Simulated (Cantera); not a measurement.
Input: 1 mol MgO, 1.1 mol CO, 3.2 mol CH4, at 0.0250 bar.

Cantera equilibrium calculation (NASA polynomials, part measured and part estimated; ideal gas, pure solids and liquids). Candidate condensed phases: C, C6H6, C7H8, C8H18, H2O, Mg, MgCO3, MgO, Mg(OH)2; 116 gas species. The tables' values for MgH are old estimates; treat these amounts as uncertain. The numbers say what is thermodynamically allowed, not how fast it happens.

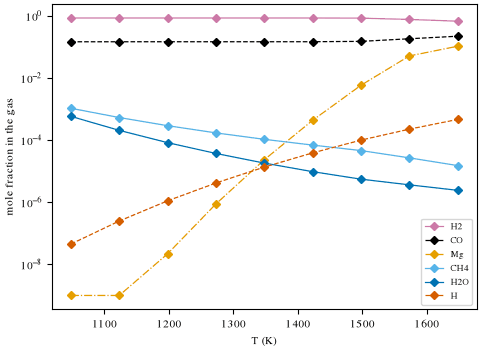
Fig. 1. Equilibrium gas composition (values under 1e-9 drawn at 1e-9)

Read off the mole fractions at 1498 K.

H2 about 0.84, CO about 0.15, Mg about 0.0058, H about 1.0e-4, CH4 about 4.6e-5, H2O about 5.5e-6.
